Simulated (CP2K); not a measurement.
# CH2BN− (SMILES [BH2-]C#N): a first try and a second

Aim: a single-point energy of CH2BN− at GFN2-xTB.

The calculation is run with CP2K 2026.2.

**1. Starting point**

The species is CH2BN− (5 atoms), meant as a doublet with charge -1. As SMILES, `[BH2-]C#N`. The shape is that of a GFN2-xTB optimisation.

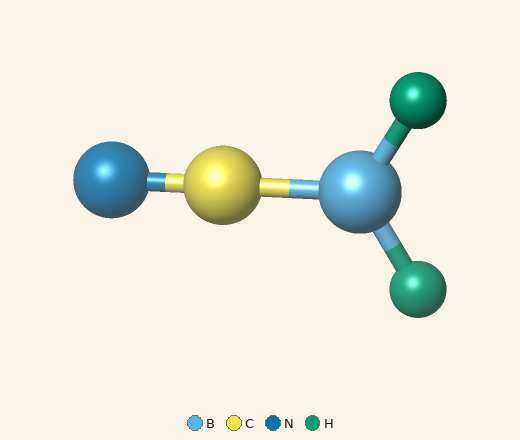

Viewed from a chosen angle; boron blue, carbon yellow, nitrogen blue, hydrogen teal.

**2. First attempt**

The input, molecule.pdb:

```
HETATM    1 B    MOL A   1      -0.479   0.201  -0.246  1.00  0.00           B
HETATM    2 C    MOL A   1       0.740  -0.311   0.381  1.00  0.00           C
HETATM    3 N    MOL A   1       1.729  -0.728   0.890  1.00  0.00           N
HETATM    4 H    MOL A   1      -0.889  -0.272  -1.281  1.00  0.00           H
HETATM    5 H    MOL A   1      -1.101   1.109   0.256  1.00  0.00           H
END
```

The input, job.inp:

```
&GLOBAL
   PROJECT job
   RUN_TYPE ENERGY
   PRINT_LEVEL MEDIUM
&END

&FORCE_EVAL
   METHOD QS
   &DFT
      CHARGE -1
      MULTIPLICITY 2
      SPIN_POLARIZED T
      ! Quickstep
      &QS
         METHOD XTB
         EPS_DEFAULT 1.0E-10
         &XTB
            GFN_TYPE TBLITE
            &TBLITE
               METHOD GFN2
            &END
            CHECK_ATOMIC_CHARGES F
         &END
      &END
      ! cluster boundary conditions
      &POISSON
         PERIODIC NONE
         POISSON_SOLVER ANALYTIC
      &END
      ! SCF settings
      &SCF
         SCF_GUESS ATOMIC
         EPS_SCF 1.0E-06
         MAX_SCF 150
         ADDED_MOS 8
         &DIAGONALIZATION
            ALGORITHM STANDARD
         &END
         &MIXING
            METHOD DIRECT_P_MIXING
            ALPHA 0.4
         &END
      &END
      ! extra output
      &PRINT
         &MOMENTS
            PERIODIC F
            REFERENCE COM
            MAX_MOMENT 1
         &END
         &MO ON
            ENERGIES T
            OCCUPATION_NUMBERS T
            NDIGITS 6
            &EACH
               QS_SCF 0
            &END
            ADD_LAST NUMERIC
         &END
         &HIRSHFELD OFF
         &END
      &END
   &END
   &SUBSYS
      &CELL
         ABC [Ang] 14.8 13.8 14.2
         PERIODIC NONE
      &END
      &TOPOLOGY
         COORD_FILE_NAME molecule.pdb
         COORD_FILE_FORMAT PDB
         CONN_FILE_FORMAT OFF
         &CENTER_COORDINATES
         &END
      &END
   &END
&END
```

On the command line:

```sh
$ OMP_NUM_THREADS=1 cp2k.psmp job.inp > job.out
```

Log:

```text
*******************************************************************************
 *   ___                                                                       *
 *  /   \                                                                      *
 * [ABORT]                                                                     *
 *  \___/                            Unknown unit: Ang                         *
 *    |                                                                        *
 *  O/|                                                                        *
 * /| |                                                                        *
 * / \                                                   common/cp_units.F:384 *
 *******************************************************************************

 ===== Routine Calling Stack =====

            6 val_create_parsing
            5 section_vals_parse
            4 section_vals_parse
            3 section_vals_parse
            2 section_vals_parse
            1 read_input
```

Run time: 0.93 s. Hardware: 1 thread of Intel Xeon Platinum 8488C (Sapphire Rapids), shared host; peak memory 0.16 GiB.

**3. Reading the log**

The input was rejected.

The telling line is `\___/                            Unknown unit: Ang`. What is wrong: the input holds a word that the program doesn't know.

**4. The mended input**

molecule.pdb is that of step 2.

The input, qs.inp:

```
&GLOBAL
  PROJECT qs
  RUN_TYPE ENERGY
  PRINT_LEVEL MEDIUM
&END
&FORCE_EVAL
  METHOD Quickstep
  &DFT
    CHARGE -1
    MULTIPLICITY 2
    SPIN_POLARIZED T
    # Quickstep
    &QS
      METHOD XTB
      EPS_DEFAULT 1.0E-10
      &XTB
        GFN_TYPE TBLITE
        &TBLITE
          METHOD GFN2
        &END
        CHECK_ATOMIC_CHARGES F
      &END
    &END
    &POISSON
      PERIODIC NONE
      POISSON_SOLVER ANALYTIC
    &END
    # self-consistent field
    &SCF
      SCF_GUESS ATOMIC
      EPS_SCF 1.0E-06
      MAX_SCF 150
      ADDED_MOS 8
      &DIAGONALIZATION
        ALGORITHM STANDARD
      &END
      &MIXING
        METHOD DIRECT_P_MIXING
        ALPHA 0.4
      &END
    &END
    # extra output
    &PRINT
      &MOMENTS
        PERIODIC F
        REFERENCE COM
        MAX_MOMENT 1
      &END
      &MO ON
        ENERGIES T
        OCCUPATION_NUMBERS T
        NDIGITS 6
        &EACH
          QS_SCF 0
        &END
        ADD_LAST NUMERIC
      &END
      &HIRSHFELD OFF
      &END
    &END
  &END
  # atoms, cell and kinds
  &SUBSYS
    # vacuum box
    &CELL
      ABC 14.8 13.8 14.2
      PERIODIC NONE
    &END
    &TOPOLOGY
      COORD_FILE_NAME molecule.pdb
      COORD_FILE_FORMAT PDB
      CONN_FILE_FORMAT OFF
      &CENTER_COORDINATES
      &END
    &END
  &END
&END
```

On the command line:

```sh
$ OMP_NUM_THREADS=1 cp2k.psmp qs.inp > qs.out
```

Log:

```text
CP2K| version string:                                       CP2K version 2026.2
[...]
 GLOBAL| Method name                                                        CP2K
[...]
 GLOBAL| Run type                                                         ENERGY
[...]
 *** WARNING in qs_environment.F:2191 :: More ADDED_MOs requested for beta ***
 *** spin than available.                                                  ***
[...]
                             - Atoms:                                          5
[...]
                             - Spherical basis functions:                     14
[...]
 Number of electrons:                                                          8
[...]
  *** SCF run converged in    16 steps ***
[...]
  Fermi energy:                                                -0.01449637111676
[...]
 TB_DIPOLE| Moment [Debye]          0.93069085      -0.39161536       0.48065484
 TB_DIPOLE| Derivative [a.u.]       0.00000000       0.00000000       0.00000000
[...]
 ENERGY| Total FORCE_EVAL ( QS ) energy [hartree]             -7.423722157495613
[...]
```

It took 1.2 s on 1 thread of Intel Xeon Platinum 8488C (Sapphire Rapids), shared host; peak memory 0.19 GiB.

**5. What came out**

At GFN2-xTB:

| quantity | value |
| --- | --- |
| total energy | -7.42372 Eh |
| HOMO energy (highest over α and β) | -0.68 eV |
| LUMO energy (lowest over α and β) | -0.10 eV |

Mulliken charges run from -0.52 on N3 to +0.10 on B1.
